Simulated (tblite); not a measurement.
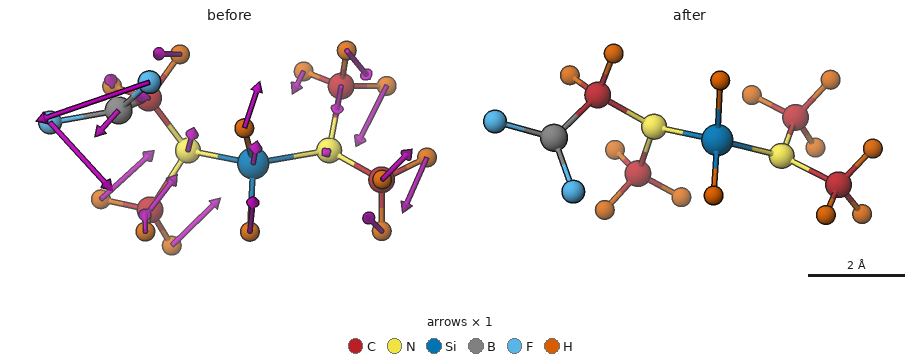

The structure of C$_{4}$H$_{13}$BF$_{2}$N$_{2}$Si before (left) and after (right) a relaxation, at one scale. The purple arrows give the displacements, at their true length.

The picture is a ball-and-stick view, seen face on.

All numbers below come from tblite 0.8.0, GFN2-xTB geometry optimisation, gas phase. 

Summarise the run.

Answer. After 262 geometry steps the energy has fallen by 1.726 eV. An F atom moves most after the best rigid fit: 2.62 Å. Largest moves by element: F 2.62 Å, H 1.75 Å, C 1.03 Å, B 0.77 Å, N 0.76 Å, Si 0.68 Å. Some distances before and after: B–F 1.454 → 1.316 Å, N–Si 1.817 → 1.723 Å, N–Si 1.773 → 1.718 Å, C–H 1.132 → 1.095 Å. Bond angles that change, for instance: Si–N–C 107.4° → 120.3°, N–Si–H 105.2° → 117.9°, Si–N–C 107.8° → 117.9°. Groups turn about C–N by about 40°, C–N by about 35°, C–N by about 20°.
